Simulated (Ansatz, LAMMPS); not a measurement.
## Structural relaxation of glassy 60P2O5-40Li2O (mol %) (162 atoms)

How does glassy 60P2O5-40Li2O (mol %) (162 atoms) relax, and what do bonds, charges and levels look like afterwards?

Method: Kohn-Sham DFT, PBE, PAW (set soft_2), plane waves, in Ansatz 0.2.0.

## (1) The starting structure

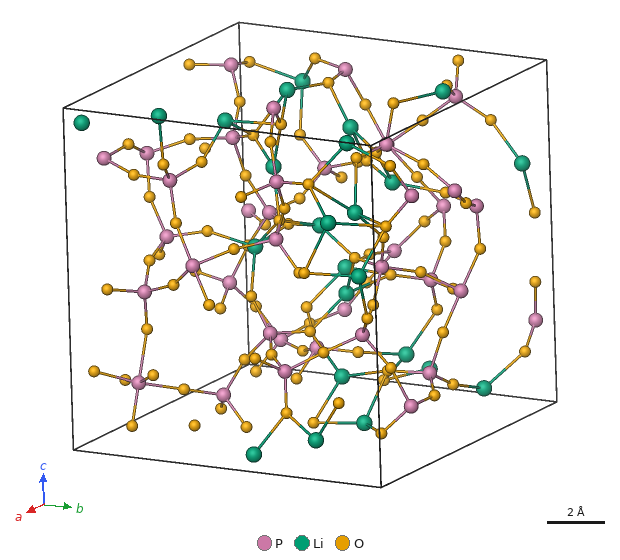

The cell as given, slightly off an axis (phosphorus pink, lithium teal, oxygen orange). Bonds to atoms that aren't drawn are left out. Some periodic images of atoms are drawn too.

The cell holds 162 atoms: 36 P, 24 Li and 102 O. Cell: a = 12.649 Å, b = 12.649 Å, c = 12.649 Å, α = 90.0°, β = 90.0°, γ = 90.0°. 162 atoms (36 P, 24 Li, 102 O) placed at random at 2.39 g/cm³, melted at 4000 K for 10 ps at fixed volume with the Morse and Coulomb pair potential with partial charges (Pedone, Malavasi, Menziani, Cormack and Segre, J. Phys. Chem. B 110, 11780 (2006)). Quenched from 4000 K to 300 K at 500 K/ps and fixed volume, held 10 ps at zero pressure, then minimised at fixed cell.

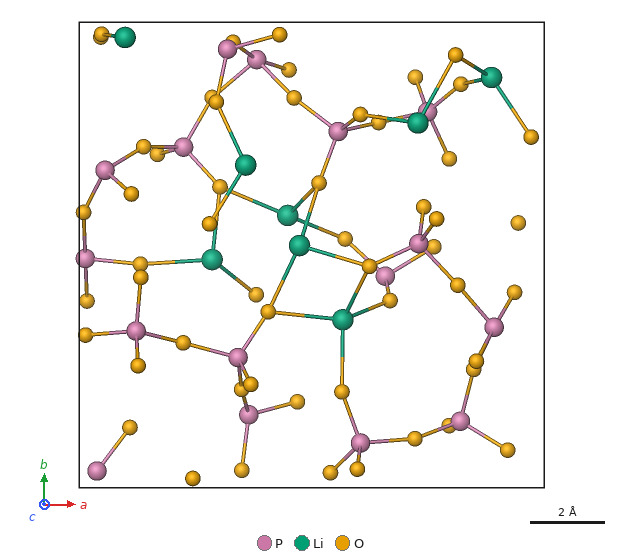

A slice 6 Å thick through the middle of the cell. Bonds to atoms that aren't drawn are left out.

What the set-up can't give: The quench rate of 500 K/ps is orders of magnitude faster than experiment, which tends to freeze in extra defects. The starting topology of bonds comes from the classical model. The Brillouin zone is sampled at Γ only, in a cell whose shortest periodic width is 13 Å.

## (2) Making the structure

A classical potential makes the cell, at a small fraction of what the same run would cost in DFT.

This step: classical MD, Morse and Coulomb pair potential with partial charges (Pedone, Malavasi, Menziani, Cormack and Segre, J. Phys. Chem. B 110, 11780 (2006)) (LAMMPS 22 Jul 2025 - Update 4).

The input, in.lmp:

```
# melt-quench of P36Li24O102
units metal
atom_style charge
boundary p p p
region box block 0 12.6464 0 12.6464 0 12.6464
create_box 3 box
mass 1 30.9738   # P
mass 2 6.9400   # Li
mass 3 15.9990   # O
create_atoms 1 random 36 691725 NULL overlap 1.5 maxtry 2000
create_atoms 2 random 24 691732 NULL overlap 1.5 maxtry 2000
create_atoms 3 random 102 691739 NULL overlap 1.5 maxtry 2000
pair_style hybrid/overlay pedone 5.5 coul/long 8.0
pair_coeff * * coul/long
pair_coeff 1 3 pedone 0.831326 2.585833 1.800790 1   # P-O
pair_coeff 2 3 pedone 0.001114 3.429506 2.681360 1   # Li-O
pair_coeff 3 3 pedone 0.042395 1.379316 3.618701 22   # O-O
set type 1 charge 3
set type 2 charge 0.6
set type 3 charge -1.2
kspace_style pppm 1.0e-4
neigh_modify delay 0 every 1 check yes
thermo_style custom step time temp pe press density
thermo_modify norm yes
timestep 0.002
thermo 100
min_style cg
minimize 1e-4 1e-4 200 2000
reset_timestep 0
velocity all create 4000 691726 mom yes dist gaussian
fix lim all nve/limit 0.05
fix lan all langevin 4000 4000 0.2 691727 zero yes
thermo 500
run 1000 post no
# [... 10 lines left out ...]
thermo 1666
fix md all npt temp 300 300 0.2 iso 0 0 2
run 5000 post no
unfix md
thermo 100
min_style cg
minimize 0 1e-3 2000 20000
write_dump all custom glass.dump id type xs ys zs modify sort id
```

The run is started by

```
$ lmp -in in.lmp -log none -nocite
```

Numbers of over 12 decimals in the logs are rounded to 6 here.

What it wrote:

```text
LAMMPS (22 Jul 2025 - Update 4)
Created orthogonal box = (0 0 0) to (12.6464 12.6464 12.6464)
Created 36 atoms
Created 24 atoms
Created 102 atoms
PPPM initialization ...
  G vector (1/distance) = 0.38920041
  grid = 15 15 15
  estimated relative force accuracy = 5.1611496e-05
   Step          Time           Temp          PotEng         Press         Density
         0   0              0             -2.8768998      567549.07      2.3920241
        89   0.178          0             -18.565066      15709.533      2.3920241
Loop time of 0.182733 s on 1 MPI rank(s) for 89 steps with 162 atoms
Minimization stats:
  Stopping criterion = energy tolerance
  Energy initial, next-to-last, final =
     -2.87689984496657  -18.5632570588203  -18.5650661002377
  Force two-norm initial, final = 481.23594 5.204067
  Iterations, force evaluations = 89 115
   Step          Time           Temp          PotEng         Press         Density
[... 12 lines left out ...]
[... 1 line left out ...]
Loop time of 7.16833 s on 1 MPI rank(s) for 5000 steps with 162 atoms
   Step          Time           Temp          PotEng         Press         Density
[... 12 lines left out ...]
Loop time of 5.46694 s on 1 MPI rank(s) for 3700 steps with 162 atoms
   Step          Time           Temp          PotEng         Press         Density
[... 3 lines left out ...]
     13328   26.656         325.10046     -18.712634      2096.6088      2.4049059
     14700   29.4           303.65399     -18.713667     -1040.7462      2.3902714
Loop time of 8.9167 s on 1 MPI rank(s) for 5000 steps with 162 atoms
   Step          Time           Temp          PotEng         Press         Density
     14700   29.4           303.65399     -18.713667     -1040.7345      2.3902714
     14727   29.454         303.65399     -18.751582     -1843.7115      2.3902714
Loop time of 0.130488 s on 1 MPI rank(s) for 27 steps with 162 atoms
Minimization stats:
  Stopping criterion = linesearch alpha is zero
  Energy initial, next-to-last, final =
     -18.7136671713188  -18.7515820079525  -18.7515820079525
  Force two-norm initial, final = 22.5041 0.81046655
  Iterations, force evaluations = 27 87
```

The job ended after 23 s (1 thread of Intel Xeon Platinum 8259CL at 2.50GHz (Skylake/Cascade Lake), shared host; peak memory 0.07 GiB).

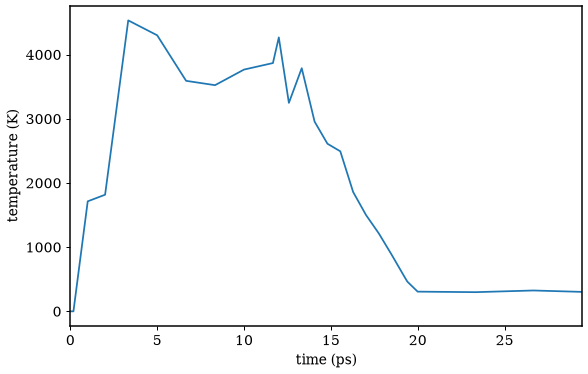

Temperature, plotted against time.

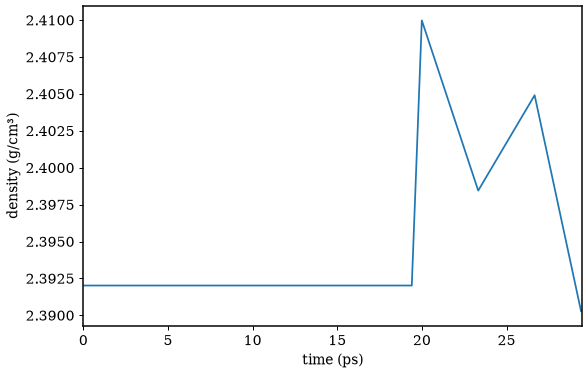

Density, plotted against time.

## (3) Single point at the start

A single point comes first, to see the forces before anything moves.

The input, input.yaml:

```yaml
crystal:
  lattice:
    - [12.64949, 0.0, 0.0]
    - [0.0, 12.64949, 0.0]
    - [0.0, 0.0, 12.64949]
  atoms:
    - { symbol: P, position: [0.12248, 0.33662, 0.64154] }
    - { symbol: P, position: [0.34158, 0.2796, 0.56053] }
    - { symbol: P, position: [0.01331, 0.49254, 0.3894] }
    - { symbol: P, position: [0.22442, 0.73195, 0.38357] }
    - { symbol: P, position: [0.55669, 0.76545, 0.50858] }
    - { symbol: P, position: [0.89204, 0.34458, 0.54951] }
    - { symbol: P, position: [0.15951, 0.56413, 0.74501] }
    - { symbol: P, position: [0.74891, 0.80797, 0.36292] }
    - { symbol: P, position: [0.60475, 0.09592, 0.53553] }
    - { symbol: P, position: [0.47869, 0.86662, 0.18961] }
    - { symbol: P, position: [0.1137, 0.76573, 0.89601] }
    - { symbol: P, position: [0.05558, 0.68215, 0.55158] }
    - { symbol: P, position: [0.00861, 0.32194, 0.19756] }
    - { symbol: P, position: [0.3759, 0.4409, 0.1914] }
    - { symbol: P, position: [0.24702, 0.11448, 0.95024] }
    - { symbol: P, position: [0.01974, 0.95038, 0.23859] }
    - { symbol: P, position: [0.82852, 0.2413, 0.77193] }
    - { symbol: P, position: [0.85053, 0.13284, 0.17374] }
    - { symbol: P, position: [0.53612, 0.78034, 0.86343] }
    - { symbol: P, position: [0.70092, 0.93199, 0.15559] }
    - { symbol: P, position: [0.03837, 0.03567, 0.46292] }
    - { symbol: P, position: [0.65814, 0.45445, 0.30567] }
    - { symbol: P, position: [0.36469, 0.15657, 0.34731] }
    - { symbol: P, position: [0.2371, 0.2437, 0.15847] }
    - { symbol: P, position: [0.84147, 0.5968, 0.81024] }
    - { symbol: P, position: [0.68834, 0.50531, 0.97732] }
    - { symbol: P, position: [0.84478, 0.60756, 0.25759] }
    - { symbol: P, position: [0.78353, 0.00267, 0.79933] }
    - { symbol: P, position: [0.40492, 0.20447, 0.78723] }
    - { symbol: P, position: [0.67526, 0.30663, 0.11335] }
    - { symbol: P, position: [0.19152, 0.45423, 0.96024] }
    - { symbol: P, position: [0.38163, 0.92006, 0.41137] }
    [... 124 atom lines left out ...]
    - { symbol: O, position: [0.13861, 0.7328, 0.47466] }
    - { symbol: O, position: [0.22359, 0.31118, 0.57548] }
    - { symbol: O, position: [0.3027, 0.64643, 0.4091] }
    - { symbol: O, position: [0.72172, 0.10511, 0.49631] }
    - { symbol: O, position: [0.12665, 0.26204, 0.73182] }
    - { symbol: O, position: [0.07195, 0.85398, 0.82621] }
kpoints:
  mp_grid: { grid: [1, 1, 1] }
hamiltonian:
  xc: pbe
scf:
  occupations: { method: gaussian, width: 0.025 }
output:
  forces: true
  stress: true
  populations: true
  dos:
    method: { smearing: { sigma: 0.1 } }
    de: 0.1
    projected: { site_lists: { Li: [Li], O: [O], P: [P] } }
  eigenvalues: true
```

The run is started by

```
$ ansatz run input.yaml --threads 4 --pin off --max-ram 8192MiB --backend cpu --events-out ev --progress --plain --runs-dir out
```

What it wrote:

```text
Engine: ansatz 0.2.0, x86_64-unknown-linux-gnu
Pseudopotentials: kind: paw
Pseudopotential: P, paw, valence charge 5, recommended cutoff 420 eV (normal), P.paw.azcp
Pseudopotential: Li, paw, valence charge 3, recommended cutoff 420 eV (normal), Li.paw.azcp
Pseudopotential: O, paw, valence charge 6, recommended cutoff 420 eV (normal), O.paw.azcp
[... 5 lines on functional and potentials left out ...]
Crystal: 162 atoms, lattice volume = 2024.040 Å³
Basis set: ecut = 420 eV, 39607 PW (Γ), exchange–correlation on 180×180×180 points (8 copies of the dense FFT grid, shifted against one another)
Bands: 594, of which v1, the nominal top of the filled ones, is band 432 counted from 1 (431 counted from 0)
Symmetry: 1 space group operations
Space group: P1 (ITA 1), of the structure as read, at distance tolerance 1.3e-4 Å
k-points: 1
[... 7 lines on functional and potentials left out ...]
Initial density: superposition of atomic densities (neutral atoms: chi_scale 0, normalization atom), corrected by the library's trained network
Initial wavefunctions: pseudopotential atomic-orbital guess
Functional: x = pbe(κ = 0.804, μ = 0.219515), c = pbe(β = 0.066725)
SCF iter   1: F=—  HF=-90061.598942 eV  |F-HF|=—  |Δ(HF+E_count)|=         —  Δρ=4.40e-3  dr2=6.53e-1  ethr=1.77e-3  ⟨swp⟩=7.0  Hψ=3149  notcnv=0  defer=118
preconditioner: auto → Resta (q_TF=auto, 2.367 Å⁻¹)  ε∞=3.0  [insulator: Δε(μ)=2.361 eV  Ē_g=16.537 eV  σ=0.025 eV  W_gap=1.00  n_scr=460 (ndim 8)  ℏωp=23.6 eV  f_vac=0.177  D(μ)=0.00/eV (n_scr^D=0)  ε∞_Penn≈3.0]
SCF iter   2: F=—  HF=-90061.461955 eV  |F-HF|=—  |Δ(HF+E_count)|=   1.37e-1  Δρ=2.23e-3  dr2=1.47e-1  ethr=7.56e-5  ⟨swp⟩=3.0  Hψ=1009  notcnv=0  defer=153
SCF iter   3: F=—  HF=-90061.433711 eV  |F-HF|=—  |Δ(HF+E_count)|=   2.82e-2  Δρ=1.03e-3  dr2=3.88e-2  ethr=1.71e-5  ⟨swp⟩=2.0  Hψ=768  notcnv=0  defer=153
SCF iter   4: F=—  HF=-90061.423408 eV  |F-HF|=—  |Δ(HF+E_count)|=   1.03e-2  Δρ=4.44e-4  dr2=4.74e-3  ethr=4.49e-6  ⟨swp⟩=3.0  Hψ=819  notcnv=0  defer=153
SCF iter   5: F=—  HF=-90061.422712 eV  |F-HF|=—  |Δ(HF+E_count)|=   6.97e-4  Δρ=2.47e-4  dr2=1.07e-3  ethr=5.49e-7  ⟨swp⟩=3.0  Hψ=1029  notcnv=0  defer=153
SCF iter   6: F=—  HF=-90061.422615 eV  |F-HF|=—  |Δ(HF+E_count)|=   9.70e-5  Δρ=6.74e-5  dr2=7.93e-5  ethr=1.23e-7  ⟨swp⟩=3.0  Hψ=820  notcnv=0  defer=153
SCF iter   7: F=—  HF=-90061.423594 eV  |F-HF|=—  |Δ(HF+E_count)|=   9.80e-4  Δρ=3.37e-5  dr2=1.94e-5  ethr=9.18e-9  ⟨swp⟩=3.0  Hψ=1024  notcnv=0  defer=153
SCF iter   8: F=—  HF=-90061.423596 eV  |F-HF|=—  |Δ(HF+E_count)|=   2.14e-6  Δρ=1.06e-5  dr2=2.21e-6  ethr=2.24e-9  ⟨swp⟩=3.0  Hψ=837  notcnv=0  defer=153
SCF iter   9: F=—  HF=-90061.423598 eV  |F-HF|=—  |Δ(HF+E_count)|=   1.43e-6  Δρ=3.61e-6  dr2=2.68e-7  ethr=2.56e-10  ⟨swp⟩=3.0  Hψ=769  notcnv=0  defer=153
SCF iter  10: F=—  HF=-90061.423598 eV  |F-HF|=—  |Δ(HF+E_count)|=   2.22e-7  Δρ=2.55e-6  dr2=1.11e-7  ethr=1.16e-11  ⟨swp⟩=19.0  Hψ=4606  notcnv=0
SCF iter  11: F=-90061.423598 eV  HF=-90061.423598 eV  |F-HF|=8.50e-9  |Δ(HF+E_count)|=   5.62e-9  Δρ=6.12e-7  dr2=7.35e-9  ethr=1.16e-11  ⟨swp⟩=4.0  Hψ=1629  notcnv=0
SCF 1 converged in 11 iterations: F = -90061.423598 eV  dr2 = 7.35e-9
  greatest PAW one-centre occupation: 1.000 electrons in one spin orbital (limit 2), on the Li atom at site 48 (counted from 0), in its partial waves of l = 0
SCF converged after 11 iterations
Free energy (F): -90061.423598 eV
Harris-Foulkes:  -90061.423598 eV  (|F-HF|=8.50e-9)
Internal energy: -90061.423598 eV  (E = F + TS)
E sigma→0 (E₀):  -90061.423598 eV
Fermi energy:    4.727694 eV
--- Per-component energies (eV) ---
  E_band       = -6267.908970
  E_kinetic    = 21523.828873
  E_local      = -61461.258832  (includes V_loc(G=0)·N_el)
  E_nonlocal   = 5197.450451
  E_hartree    = 22509.856766
  E_xc         = -10082.643128
  E_vxc        = -12235.289938  (∫ρ·V_xc dr)
  E_paw        = -37198.575263  (= ΣΔE_a)
  E_vpaw       = -4312.613040  (= ΣTr[D̂ρ^β])
  E_aug_tail   = 0.259274  (compensation charges beyond the density's cutoff)
  E_ewald      = -30550.341739
  E_smearing   = -0.000000  (= −TS)
  E_closure    = 0.000000  (closes the sum)
  Σ components = -90061.423598   (vs F -90061.423598, Δ=0.00e0)
--- Forces (eV/Å), atoms counted from 1 ---
  atom   1  P     -0.86302961    -0.01333822     4.66040915
  atom   2  P     -0.04157171     0.77471196     0.28227858
  atom   3  P      3.11658544    -1.00720159     2.18450213
  atom   4  P      0.37962746    -2.45215090    -1.61700303
  atom   5  P      0.15012714     0.63264515     3.27452480
  atom   6  P      0.27538622     1.04478684     1.41438653
  atom   7  P      1.92352036     0.43204653     2.23606333
  atom   8  P      0.71648832     2.49316955     2.31703084
  atom   9  P     -5.22197512     0.74929949    -1.52242707
  atom  10  P     -0.88402170    -2.38964328     0.87394314
  atom  11  P     -0.00394080     0.26169658     0.43963296
  atom  12  P     -1.03506832    -1.18338796    -1.05098310
  atom  13  P     -3.54210547     1.79655780    -0.48454430
  atom  14  P      1.89822970     1.80202079     1.51014271
[...]
atom 161  O     -0.04166457    -0.44332935     0.00707325
  atom 162  O     -1.15257273     1.35495451    -1.23648913
  max |Σ_I F_I| component: 3.71e-5 eV/Å
--- Stress (GPa, compression-positive) ---
        1.633326      -0.526022       1.341108
       -0.526022       2.017409      -0.414322
        1.341110      -0.414322       2.166649
  P = ⅓ Tr σ = 1.9391 GPa (19.391 kbar)
--- Band table (eV) ---
  k-point 0: bands = ["-42.5465", "-42.3467", "-41.3591", "-41.3527", [... 578 levels ...], "13.5174", "13.5893", "13.6138", "13.6514", "13.6690", "13.6964", "13.7344", "13.7397", "13.7645", "13.8206", "13.8296", "13.8395"]
--- Löwdin populations: 162 sites ---
  site symbol       q [e]
     0      P      2.7431
     1      P      2.7184
     2      P      2.8154
[...]
161      O      6.9629
  spilling = 0.016991 (of n_electrons = 864.000000)
```

Elapsed: 55 s, on 4 threads of Intel Xeon Platinum 8259CL at 2.50GHz (Skylake/Cascade Lake), shared host; peak memory 3.3 GiB.

In the SCF lines HF is the Harris–Foulkes energy and dr2 the Hartree energy of the density residual, in eV; the loop may stop once dr2 is under the threshold and the program's other checks hold. Hψ counts applications of the Hamiltonian.

Numbers from this run:

```
free energy                                      : -90061.4236 eV
free energy per atom                             : -555.9347 eV/atom
SCF cycles                                       : 11
pressure                                         : 1.939 GPa
r.m.s. force component                           : 1.236 eV/Å
longest force                                    : 5.688 eV/Å
Fermi energy                                     : 4.728 eV
gap (highest filled to lowest empty level) : 1.732 eV
spilling of the projection                       : 0.01699
```

The r.m.s. force component of 1.2 eV/Å and the pressure of 1.9 GPa set the starting point.

Neighbours are counted within 2.11 Å (O-P), 2.58 Å (O-Li).

Length of the force by element and coordination:

| element | coordination | atoms | mean length of the force (eV/Å) | spread | least | most |
| --- | --- | --- | --- | --- | --- | --- |
| Li | all | 24 | 1.02 | 0.197 | 0.654 | 1.44 |
| Li | 3 | 11 | 0.993 | 0.175 | 0.668 | 1.26 |
| Li | 4 | 12 | 1.07 | 0.206 | 0.654 | 1.44 |
| Li | 5 | 1 | 0.788 | 0 | 0.788 | 0.788 |
| O | all | 102 | 1.68 | 0.783 | 0.142 | 4.10 |
| O | 1 | 5 | 0.802 | 0.377 | 0.142 | 1.24 |
| O | 2 | 64 | 1.77 | 0.845 | 0.379 | 4.10 |
| O | 3 | 28 | 1.57 | 0.567 | 0.771 | 2.70 |
| O | 4 | 5 | 2.10 | 0.561 | 1.12 | 2.73 |
| P | all | 36 | 2.89 | 1.34 | 0.512 | 5.69 |
| P | 4 | 30 | 2.80 | 1.39 | 0.512 | 5.69 |
| P | 5 | 5 | 3.03 | 0.784 | 1.78 | 3.94 |
| P | 6 | 1 | 4.70 | 0 | 4.70 | 4.70 |

(Continued in part 2 of 2.)

[Logs are printed without paths, hosts, clocks, repeated set-up lines and the standing remarks that a program may print on its own settings, such as how far it seeks lower states.]

[Hosts, paths, dates, database ids (printed as entryN), source tags and the programs' standing remarks are cut or masked in the printed files.]
